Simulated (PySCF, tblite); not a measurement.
# C4H6F4O: dynamics, then NMR shifts on frames, part 2 of 2

tblite 0.8.0 and PySCF 2.14.0. Atoms count from 0.

## (5) NMR shieldings: 625 fs, PBE0/pcSseg-1

What the job is given:

```
{"job": {"kind": "nmr", "xc": "PBE0", "basis": "pcSseg-1", "pop": false}, "charge": 0, "multiplicity": 1}
C      1.376700     1.982900     0.060700
C      0.600700     0.785200     0.420300
F      0.260000     0.870200     1.735500
O     -0.573000     0.656500    -0.293000
C     -1.363400    -0.397800     0.019500
F     -0.957800    -1.654000    -0.321600
C     -2.702200    -0.280300    -0.793600
F     -3.676400    -0.829800    -0.108800
F     -2.939500     0.985200    -0.779300
H      0.714700     2.801200    -0.091200
H      2.196800     2.119800     0.771700
H      1.717300     1.808800    -0.915000
H      1.164900    -0.114100     0.516700
H     -1.595600    -0.422200     1.098000
H     -2.621300    -0.648100    -1.850800
```

Level: GIAO PBE0/pcSseg-1 NMR shielding, non-relativistic, gas phase.

Log:

```text
coarse grid: 13496 points
cycle   1  E = -629.6513617989  dE =  1.622e+00  |g| = 1.022e+00  |ddm| = 3.280e+00
cycle   2  E = -629.5197851205  dE =  1.316e-01  |g| = 1.402e+00  |ddm| = 1.243e+00
cycle   3  E = -629.8177422990  dE = -2.980e-01  |g| = 6.777e-02  |ddm| = 7.473e-01
cycle   4  E = -629.8183634071  dE = -6.211e-04  |g| = 3.373e-02  |ddm| = 5.764e-02
cycle   5  E = -629.8185793411  dE = -2.159e-04  |g| = 8.844e-03  |ddm| = 2.598e-02
cycle   6  E = -629.8185897490  dE = -1.041e-05  |g| = 3.572e-03  |ddm| = 6.650e-03
cycle   7  E = -629.8185919810  dE = -2.232e-06  |g| = 2.752e-04  |ddm| = 2.331e-03
final grid: 134688 points
cycle   8  E = -629.9072777549  dE = -5.651e-05  |g| = 1.055e-02  |ddm| = 2.451e-02
cycle   9  E = -629.9072644108  dE =  1.334e-05  |g| = 1.401e-02  |ddm| = 1.311e-02
cycle  10  E = -629.9072979158  dE = -3.351e-05  |g| = 9.199e-04  |ddm| = 7.388e-03
cycle  11  E = -629.9072980769  dE = -1.610e-07  |g| = 2.810e-04  |ddm| = 8.583e-04
cycle  12  E = -629.9072980890  dE = -1.211e-08  |g| = 1.291e-04  |ddm| = 2.379e-04
cycle  13  E = -629.9072980913  dE = -2.293e-09  |g| = 2.035e-05  |ddm| = 7.528e-05
cycle  14  E = -629.9072980913  dE = -7.117e-11  |g| = 5.320e-06  |ddm| = 1.741e-05
converged SCF energy = -629.9072980913

GIAO shielding tensors (ppm)
atom      isotropic    diamagn.    paramagn.     s11        s22        s33       span
  0 C      170.282     249.935     -79.652    152.918    163.408    194.521     41.603
  1 C       83.439     243.241    -159.803     55.494     86.258    108.564     53.070
  2 F      336.921     476.288    -139.367    251.175    359.183    400.406    149.230
  3 O      199.321     400.337    -201.016    154.837    186.975    256.150    101.313
  4 C       77.582     236.932    -159.349     52.504     75.470    104.773     52.269
  5 F      352.527     475.158    -122.631    271.400    374.690    411.490    140.090
  6 C       72.571     244.113    -171.542     62.234     74.735     80.744     18.510
  7 F      323.368     466.874    -143.507    240.148    348.376    381.579    141.430
  8 F      323.934     471.433    -147.499    245.266    315.311    411.225    165.959
  9 H       30.469      29.418       1.051     26.720     29.460     35.228      8.508
 10 H       29.831      27.683       2.148     25.440     27.410     36.644     11.204
 11 H       31.486      30.846       0.640     27.452     29.456     37.550     10.098
 12 H       25.998      33.048      -7.050     23.919     25.049     29.026      5.108
 13 H       25.847      29.259      -3.412     22.682     26.555     28.303      5.621
 14 H       25.533      26.944      -1.411     23.260     24.484     28.854      5.594
```

It took 26 s on 1 thread of Arm Neoverse V1, shared host; peak memory 0.82 GiB.

In short: δ C6 114.4, C4 109.3, C1 103.5, C0 16.6, H14 6.18, H13 5.87 ppm.

## (6) NMR shieldings: 800 fs, PBE0/pcSseg-1

What the job is given:

```
{"job": {"kind": "nmr", "xc": "PBE0", "basis": "pcSseg-1", "pop": false}, "charge": 0, "multiplicity": 1}
C      1.127000     1.782700     1.087200
C      0.416500     0.340800     0.970200
F     -0.163200    -0.012600     2.158100
O     -0.667200     0.489300     0.024800
C     -1.221700    -0.623400    -0.344600
F     -0.382100    -1.565100    -1.013100
C     -2.467400    -0.419500    -1.293400
F     -3.477600    -0.454200    -0.510500
F     -2.506200     0.847300    -1.768800
H      0.666000     2.446800     1.849400
H      2.117000     1.586300     1.586200
H      1.263100     2.218300     0.140800
H      1.166500    -0.332300     0.693100
H     -1.590900    -1.158900     0.566500
H     -2.511000    -1.250600    -2.008100
```

Method: GIAO PBE0/pcSseg-1 NMR shielding, non-relativistic, gas phase.

Log:

```text
coarse grid: 13496 points
cycle   1  E = -629.6262451750  dE =  1.318e+00  |g| = 1.052e+00  |ddm| = 3.233e+00
cycle   2  E = -629.4455886357  dE =  1.807e-01  |g| = 1.523e+00  |ddm| = 1.334e+00
cycle   3  E = -629.8073907878  dE = -3.618e-01  |g| = 6.829e-02  |ddm| = 8.259e-01
cycle   4  E = -629.8078520623  dE = -4.613e-04  |g| = 4.477e-02  |ddm| = 6.199e-02
cycle   5  E = -629.8081903365  dE = -3.383e-04  |g| = 8.923e-03  |ddm| = 3.018e-02
cycle   6  E = -629.8082005752  dE = -1.024e-05  |g| = 3.540e-03  |ddm| = 6.377e-03
cycle   7  E = -629.8082028899  dE = -2.315e-06  |g| = 5.308e-04  |ddm| = 2.381e-03
final grid: 134688 points
cycle   8  E = -629.8975112012  dE = -4.890e-05  |g| = 1.080e-02  |ddm| = 2.173e-02
cycle   9  E = -629.8974950702  dE =  1.613e-05  |g| = 1.479e-02  |ddm| = 1.403e-02
cycle  10  E = -629.8975327866  dE = -3.772e-05  |g| = 1.033e-03  |ddm| = 7.913e-03
cycle  11  E = -629.8975329905  dE = -2.039e-07  |g| = 3.139e-04  |ddm| = 9.967e-04
cycle  12  E = -629.8975330055  dE = -1.499e-08  |g| = 1.438e-04  |ddm| = 2.668e-04
cycle  13  E = -629.8975330083  dE = -2.870e-09  |g| = 2.462e-05  |ddm| = 8.201e-05
cycle  14  E = -629.8975330084  dE = -9.891e-11  |g| = 8.129e-06  |ddm| = 2.054e-05
converged SCF energy = -629.8975330084

GIAO shielding tensors (ppm)
atom      isotropic    diamagn.    paramagn.     s11        s22        s33       span
  0 C      156.521     246.159     -89.638    134.182    145.011    190.369     56.187
  1 C       71.478     242.079    -170.601     42.588     69.025    102.821     60.233
  2 F      344.844     472.892    -128.049    263.780    363.383    407.368    143.589
  3 O      187.137     399.609    -212.472    114.272    190.544    256.596    142.324
  4 C       72.454     239.772    -167.318     51.112     62.067    104.183     53.071
  5 F      318.665     477.036    -158.371    211.801    335.712    408.483    196.682
  6 C       68.879     238.189    -169.310     61.872     66.675     78.090     16.218
  7 F      317.930     467.168    -149.238    237.918    301.695    414.177    176.259
  8 F      317.433     471.831    -154.397    213.855    348.327    390.118    176.263
  9 H       28.960      27.305       1.655     25.772     26.999     34.109      8.338
 10 H       29.199      26.978       2.221     25.756     27.044     34.796      9.040
 11 H       30.633      30.189       0.444     26.455     29.235     36.211      9.756
 12 H       26.086      32.498      -6.412     23.641     26.909     27.707      4.066
 13 H       25.609      29.664      -4.055     23.455     25.376     27.997      4.542
 14 H       25.472      26.157      -0.685     23.238     24.869     28.309      5.071
```

Wall time 25 s (1 thread of Arm Neoverse V1, shared host); peak memory 0.82 GiB.

Key values: δ C6 118.0, C1 115.4, C4 114.5, C0 30.4, H14 6.25, H13 6.11 ppm.

## (7) Nuclear shieldings: 1000 fs, PBE0/pcSseg-1

What the job is given:

```
{"job": {"kind": "nmr", "xc": "PBE0", "basis": "pcSseg-1", "pop": false}, "charge": 0, "multiplicity": 1}
C      0.536500     1.933600     1.537400
C      0.441900     0.603000     0.829000
F      0.194700    -0.373300     1.871300
O     -0.636400     0.592800    -0.001400
C     -0.878800    -0.674500    -0.507100
F      0.112600    -1.273800    -1.236400
C     -2.079000    -0.499200    -1.512900
F     -3.266400    -0.529500    -0.884600
F     -1.955200     0.665300    -2.112200
H     -0.038400     2.642100     0.975700
H      0.124000     1.778100     2.590800
H      1.572100     2.181600     1.441600
H      1.262400     0.364100     0.223100
H     -1.158600    -1.387400     0.325400
H     -2.008200    -1.311000    -2.231900
```

Level: GIAO PBE0/pcSseg-1 NMR shielding, non-relativistic, gas phase.

Log:

```text
coarse grid: 13496 points
cycle   1  E = -629.6418428805  dE =  1.331e+00  |g| = 1.042e+00  |ddm| = 3.239e+00
cycle   2  E = -629.4603284982  dE =  1.815e-01  |g| = 1.519e+00  |ddm| = 1.325e+00
cycle   3  E = -629.8197883490  dE = -3.595e-01  |g| = 6.940e-02  |ddm| = 8.219e-01
cycle   4  E = -629.8203730059  dE = -5.847e-04  |g| = 4.037e-02  |ddm| = 6.399e-02
cycle   5  E = -629.8206695935  dE = -2.966e-04  |g| = 1.079e-02  |ddm| = 3.059e-02
cycle   6  E = -629.8206855665  dE = -1.597e-05  |g| = 3.861e-03  |ddm| = 7.699e-03
cycle   7  E = -629.8206882893  dE = -2.723e-06  |g| = 3.547e-04  |ddm| = 2.515e-03
final grid: 134688 points
cycle   8  E = -629.9107755327  dE = -5.678e-05  |g| = 1.097e-02  |ddm| = 2.452e-02
cycle   9  E = -629.9107580192  dE =  1.751e-05  |g| = 1.521e-02  |ddm| = 1.395e-02
cycle  10  E = -629.9107974543  dE = -3.944e-05  |g| = 1.013e-03  |ddm| = 7.879e-03
cycle  11  E = -629.9107976522  dE = -1.979e-07  |g| = 2.987e-04  |ddm| = 9.793e-04
cycle  12  E = -629.9107976660  dE = -1.379e-08  |g| = 1.430e-04  |ddm| = 2.627e-04
cycle  13  E = -629.9107976688  dE = -2.830e-09  |g| = 2.603e-05  |ddm| = 8.196e-05
cycle  14  E = -629.9107976689  dE = -1.048e-10  |g| = 8.265e-06  |ddm| = 2.274e-05
converged SCF energy = -629.9107976689

GIAO shielding tensors (ppm)
atom      isotropic    diamagn.    paramagn.     s11        s22        s33       span
  0 C      160.205     251.200     -90.996    130.235    161.277    189.102     58.867
  1 C       73.526     245.448    -171.922     43.023     62.515    115.039     72.015
  2 F      288.567     477.479    -188.912    220.438    259.619    385.645    165.207
  3 O      188.474     400.860    -212.386    136.561    196.978    231.884     95.323
  4 C       75.452     240.215    -164.763     54.229     73.267     98.859     44.631
  5 F      351.817     475.266    -123.449    281.261    357.822    416.370    135.109
  6 C       68.035     239.014    -170.979     57.415     68.282     78.409     20.995
  7 F      321.052     469.163    -148.111    224.588    338.633    399.934    175.347
  8 F      334.914     472.441    -137.526    255.327    325.345    424.071    168.744
  9 H       30.185      30.217      -0.031     25.684     29.806     35.066      9.382
 10 H       28.035      27.230       0.805     23.948     27.144     33.012      9.064
 11 H       29.819      28.656       1.163     25.941     28.021     35.496      9.555
 12 H       26.316      33.588      -7.272     22.707     26.711     29.528      6.821
 13 H       25.033      29.382      -4.350     22.607     25.271     27.221      4.614
 14 H       25.941      26.832      -0.891     23.688     25.287     28.847      5.159
```

Run time: 25 s. Hardware: 1 thread of Arm Neoverse V1, shared host; peak memory 0.84 GiB.

In short: δ C6 118.9, C1 113.4, C4 111.5, C0 26.7, H13 6.68, H14 5.78 ppm.

## (8) Side by side: NMR shifts

Shifts (ppm) of some atoms, chosen among heavy atoms and hydrogens apart, with basis size and wall time:

| frame | C0 | H11 | H10 | F8 | F7 | F2 | F5 | functions | time |
| --- | --- | --- | --- | --- | --- | --- | --- | --- | --- |
| 250 fs | 26.0 | 1.86 | 1.70 | -134.8 | -138.2 | -160.5 | -162.1 | 183 | 24 s |
| 425 fs | 25.0 | 0.90 | 1.54 | -146.2 | -154.8 | -155.9 | -165.9 | 183 | 25 s |
| 625 fs | 16.6 | 0.23 | 1.89 | -153.0 | -152.4 | -166.0 | -181.6 | 183 | 26 s |
| 800 fs | 30.4 | 1.08 | 2.52 | -146.5 | -147.0 | -173.9 | -147.7 | 183 | 25 s |
| 1000 fs | 26.7 | 1.90 | 3.68 | -164.0 | -150.1 | -117.6 | -180.9 | 183 | 25 s |

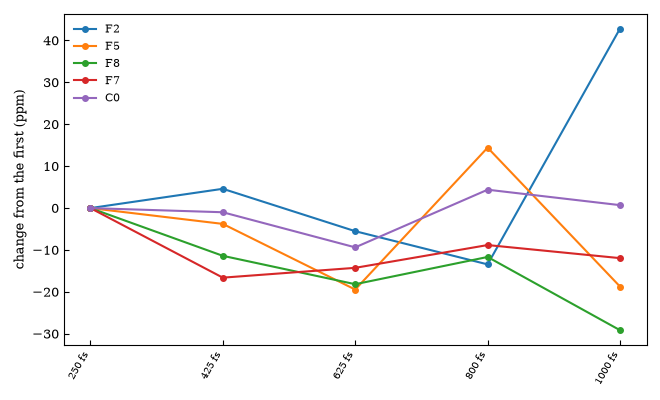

How five of the tabulated atoms move from run to run.

## (9) Results

The summary covers parts 1 to 2.

| quantity | value |
| --- | --- |
| thermostat | 400 K |
| mean temperature, second half | 462 K |
| mean potential energy above the minimum | 0.75 eV |
| 13C shifts against TMS (PBE0/pcSseg-1, 250 fs) | 127.2, 114.8, 108.4, 26.0 ppm |
| 1H shifts against TMS (PBE0/pcSseg-1, 250 fs) | 6.57, 5.96, 5.79, 1.86, 1.70, 1.20 ppm |
| 19F shifts against CFCl3 (PBE0/pcSseg-1, 250 fs) | -134.8, -138.2, -160.5, -162.1 ppm |
| 17O shifts against H2O (PBE0/pcSseg-1, 250 fs) | 145.7 ppm |
| range of the shift of F2 | -173.9 to -117.6 ppm |

**Reading.** In the second half the potential energy averages 0.75 eV above the minimum; equipartition over 39 harmonic modes at 400 K would give 0.67 eV. With 15 atoms the temperature swings widely (180 to 594 K). Shifts at one fixed geometry are not the observed spectrum, which averages over the motion. In the first frame run (250 fs): The widest tensor belongs to F8: span 187 ppm, with a paramagnetic part of -166 ppm. Across the 5 runs the shift of F2 moves most, between -173.9 (800 fs) and -117.6 ppm (1000 fs).
